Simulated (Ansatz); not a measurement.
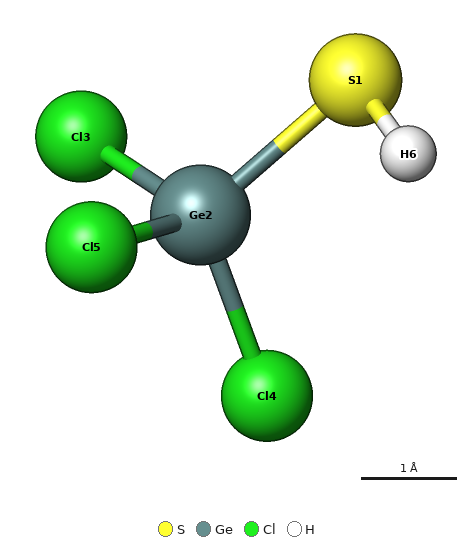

Fig. 1: The structure (ball-and-stick view, seen at a tilt; atoms are numbered from 1 in the order of the input). Sticks mark near contacts. Bond lengths as drawn: Cl–Ge 2.12 to 2.13 Å, Ge–S 2.19 Å and H–S 1.35 Å.

## Phonon calculation, with input and output: GeHSCl$_{3}$

System: GeHSCl$_{3}$.
Method: RKS PBE0-D4/def2-TZVP (Ansatz 0.2.0).

The geometry comes from this level: PBE0-D4/def2-TZVP. Figures and captions count atoms from 1; the log counts them from 0 in places.

## Output
```
Functional definition: PBE0
  name "PBE0"
  cite "Adamo & Barone, J. Chem. Phys. 110, 6158 (1999) doi:10.1063/1.478522"
  cite "Perdew, Burke & Ernzerhof, Phys. Rev. Lett. 77, 3865 (1996) doi:10.1103/PhysRevLett.77.3865"
  parent pbe
  parameter a = 0.25
  parameter kappa = 0.804
  parameter beta = 0.06672455060314922
  exchange = (1 - a)*pbe_x(kappa = kappa, mu = beta*pi^2/3) + a*exact_x
  correlation = pbe_c(beta = beta)
1520 factors; their error is unknown
mean field evaluation 1: about -104918.9774 eV, gradient 2.8e1 eV
mean field evaluation 2: about -104918.1863 eV, gradient 3.9e1 eV
mean field evaluation 4: about -104920.3097 eV, gradient 8.3e-1 eV
mean field evaluation 8: about -104920.7180 eV, gradient 2.2e-2 eV
mean field -104920.71795625 eV, -3855.7652670751 hartree, gradient 3.0e-5 eV, S^2 0.000000; 0 other end points of the search recorded, 0 dependent functions left out
the calculation of the forces begins
reference -104920.71798552 eV, -3855.7652681509 hartree; 50, 50 occupied and 152, 152 virtual orbitals, 1520 factors
these checks for a lower state are left out or cut short: stability, starts, cluster_reference, orbital_swaps, neighbouring_geometries, increment
1520 factors; their error is unknown
mean field evaluation 16: about -104920.3123 eV, gradient 2.1e-1 eV
mean field -104920.71786610 eV, -3855.7652637622 hartree, gradient 1.6e-6 eV, S^2 0.000000; 0 other end points of the search recorded, 0 dependent functions left out
[... from here on the field's lines of each further geometry are left out, up to the last ...]
the calculation of the forces begins
reference -104920.71795581 eV, -3855.7652670590 hartree; 50, 50 occupied and 152, 152 virtual orbitals, 1520 factors
these checks for a lower state are left out or cut short: stability, starts, cluster_reference, orbital_swaps, neighbouring_geometries, increment
1520 factors; their error is unknown
mean field -104920.71789907 eV, -3855.7652649740 hartree, gradient 8.6e-7 eV, S^2 0.000000; 0 other end points of the search recorded, 0 dependent functions left out
the calculation of the forces begins
reference -104920.71792835 eV, -3855.7652660498 hartree; 50, 50 occupied and 152, 152 virtual orbitals, 1520 factors
Total energy: -104920.96409967 eV, -3855.7743126791 hartree
Atom 0 at    -1.043238     0.605771     1.367396 Å, force    -0.001690     0.002660    -0.001286 eV/Å
Atom 1 at     0.338880    -0.255084    -0.094452 Å, force     0.000727    -0.000662    -0.001154 eV/Å
Atom 2 at     1.722606    -1.452344     0.981909 Å, force     0.000465    -0.000520     0.000598 eV/Å
Atom 3 at    -0.655234    -1.466785    -1.536038 Å, force     0.000013     0.000070    -0.000537 eV/Å
Atom 4 at     1.403020     1.236867    -1.179041 Å, force     0.000338    -0.000009    -0.000164 eV/Å
Atom 5 at    -1.724033     1.267577     0.414026 Å, force     0.000147    -0.001540     0.002543 eV/Å
Dipole moment:    -0.238741     0.178272     0.045641 e Å
Vibrations: 91.85 119.18 156.85 161.26 168.88 172.58 385.01 445.94 451.19 454.99 768.54 2701.99 cm⁻¹, zero-point energy 0.376804 eV
```

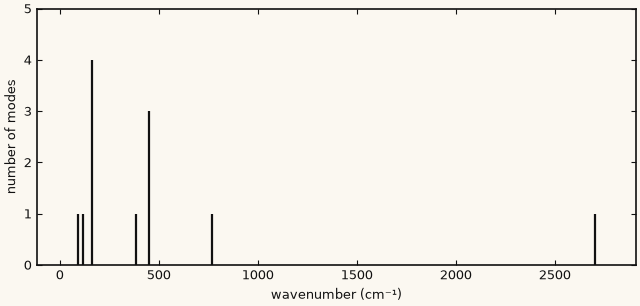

Fig. 2: Harmonic vibrational wavenumbers from the force constants; neighbouring modes closer than 12 cm⁻¹ are counted in one stick. 12 modes from 92 to 2702 cm⁻¹, none imaginary.

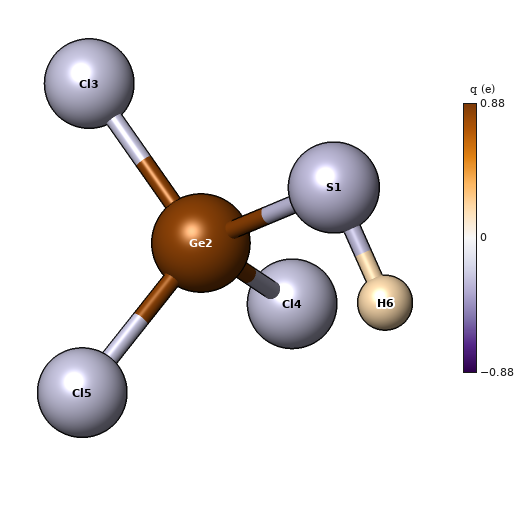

Fig. 3: Mulliken charges, as the colour of each atom (ball-and-stick view, seen at a tilt; atoms are numbered from 1 in the order of the input). By element: S −0.28, Ge +0.84, Cl −0.25 and H +0.19 e.

The run was set up as follows.

## Input
```yaml
crystal:
  periodic: [false, false, false]
  atoms:
    - {symbol: S, position_ang: [-1.043238, 0.605771, 1.367396]}
    - {symbol: Ge, position_ang: [0.338880, -0.255084, -0.094452]}
    - {symbol: Cl, position_ang: [1.722606, -1.452344, 0.981909]}
    - {symbol: Cl, position_ang: [-0.655234, -1.466785, -1.536038]}
    - {symbol: Cl, position_ang: [1.403020, 1.236867, -1.179041]}
    - {symbol: H, position_ang: [-1.724033, 1.267577, 0.414026]}
basis:
  gaussian: {orbitals: def2-TZVP}
hamiltonian: {xc: pbe0, dispersion: d4}
phonons: {temperatures: {t_min: 298.15, t_max: 900, t_step: 200}}
```

## Key numbers

```json
{"quantity": "outcome", "value": "converged"}
{"quantity": "total energy", "value": "−104920.9641 eV"}
{"quantity": "mean-field energy", "value": "−104920.7180 eV"}
{"quantity": "dispersion energy", "value": "−0.2461 eV"}
{"quantity": "largest force (length of the vector)", "value": "0.003 eV/Å"}
{"quantity": "dipole moment", "value": "1.45 D"}
{"quantity": "hardware", "value": "4 CPU threads, shared host"}
{"quantity": "wall time", "value": "3.9 min (CPU time 14 min)"}
{"quantity": "peak memory", "value": "0.79 GiB"}
```
